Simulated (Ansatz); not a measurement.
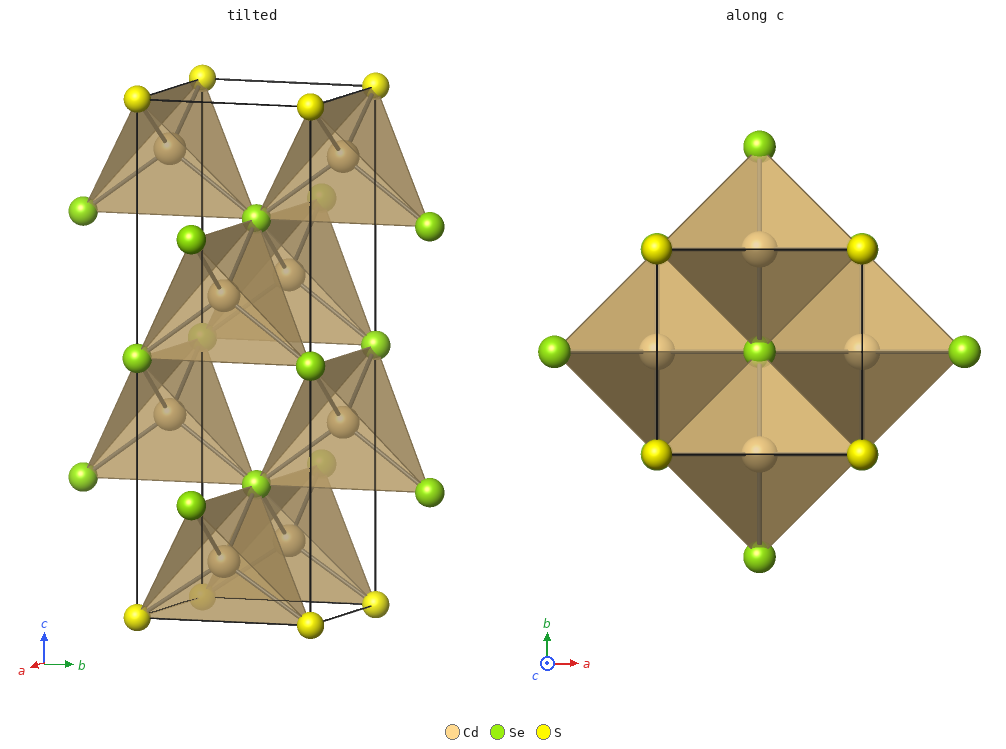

Crystal structure, polyhedral style, seen slightly off an axis and along the c axis. Atoms at the boundary of the conventional unit cell (the box) are drawn once for each face, edge or corner they touch. Some neighbours outside the box are added.

Cd4Se3S, space group P-4m2 (No. 115), a = 4.337 Å, b = 4.337 Å, c = 12.233 Å, α = 90.00°, β = 90.00°, γ = 90.00°. Starting structure: a structure type filled with these elements by a generator (whether the compound takes this form wasn't checked). Earlier steps of the study, as a rule a relaxation of our own, may have changed the cell and positions, so they can lie some per cent off the listed ones. It went into a calculation with Ansatz.

This one geometry was computed with Ansatz (DFT, plane waves, PAW) at three levels of theory: r2SCAN, PBEsol and PBE.

**Which level gives the highest pressure at this volume, and what does that say about its equilibrium volume?**

Highest: PBE (0.0 GPa), which points to the largest equilibrium volume. Lowest, with the smallest volume: PBEsol (-2.6 GPa). Levels within 0.5 GPa of each other can't be told apart.

**How does the band gap change with the level of theory?**

PBEsol: a gap of 0.47 eV, direct; PBE: a gap of 0.59 eV, direct; r2SCAN: a gap of 1.06 eV, direct.

**Collect the results in a table.**

| level | cutoff (eV) | k-mesh of the run's cell | gap (eV) | pressure (GPa) |
| --- | --- | --- | --- | --- |
| r2SCAN | 500 | 8×8×4 | 1.06 | -1.4 |
| PBEsol | 420 | 8×8×4 | 0.47 | -2.6 |
| PBE | 420 | 8×8×4 | 0.59 | 0.0 |

Gaps are taken on the k-mesh or band path of each run.
